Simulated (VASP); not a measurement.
Band structure of K (bcc). All values below come from PBE GGA with D3 dispersion (zero damping), VASP's PBE PAW potentials (set 64) (plane waves; VASP).

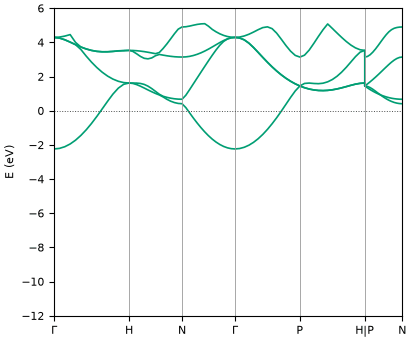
Fig. 1. Bands along high-symmetry lines, zero at the valence-band maximum or, without a gap, the Fermi level

Problem. Read the plot: is there a gap, and where are the band edges?

Solution. It has no gap at this level: it comes out as a metal or semimetal. (Edges off the drawn lines would not show.)

The compound is K in the bcc structure. It was relaxed first.
